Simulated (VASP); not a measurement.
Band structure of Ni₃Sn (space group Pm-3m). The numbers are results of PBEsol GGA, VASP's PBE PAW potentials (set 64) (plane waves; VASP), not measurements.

Unless said otherwise, spin-orbit coupling is left out, though it shifts the bands of the heavy elements here.

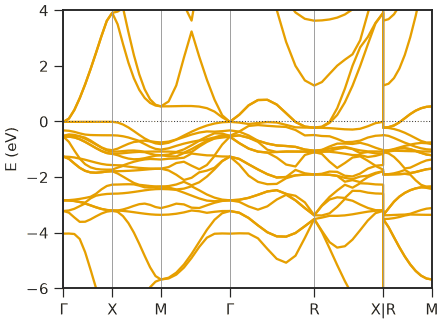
Figure: Bands along high-symmetry lines, zero at the valence-band maximum or, without a gap, the Fermi level

### Question
Read the plot: is there a gap, and where are the band edges?

### Answer
It has no gap at this level: it comes out as a metal or semimetal.

The structure comes from a computed database's Ni3Sn entry (Pm-3m); how it stands against other phases isn't given here. The cell was not relaxed at this level. The run is not spin-polarised, so no magnetic state was tried.
